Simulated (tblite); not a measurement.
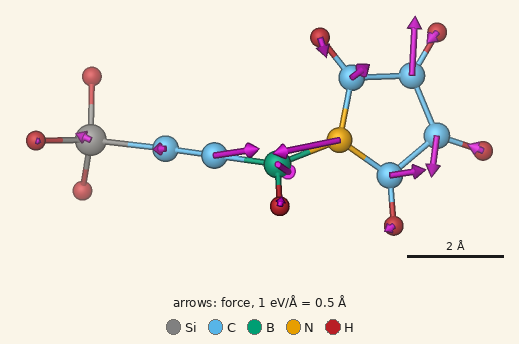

Starting geometry of C6H8BNSi with the computed forces as purple arrows. A ball-and-stick model, seen at a tilt.

All numbers below come from tblite 0.8.0, GFN2-xTB geometry optimisation, gas phase. 

**What follows when this structure is relaxed?**

It isn't relaxed: the largest force vector, on the N atom, is 3.26 eV/Å. The final displacements have little in common with the starting forces (cosine between the two patterns 0.08). After 87 geometry steps the energy has fallen by 0.781 eV. An H atom moves most after the best rigid fit: 1.61 Å. Largest moves by element: H 1.61 Å, C 0.85 Å, B 0.80 Å, Si 0.45 Å, N 0.37 Å. Among the contacts that change: B–N 1.535 → 1.418 Å, C–C 1.375 → 1.425 Å, B–C 1.552 → 1.509 Å, C–C 1.393 → 1.356 Å. Among the angles between lasting bonds that change: N–C–H 127.0° → 120.1°, N–C–H 126.3° → 120.5°, C–C–H 124.5° → 130.0°. Groups turn about B–N by about 50°. The run took 0.54 s on 1 thread of Arm Neoverse V2, on a shared host.
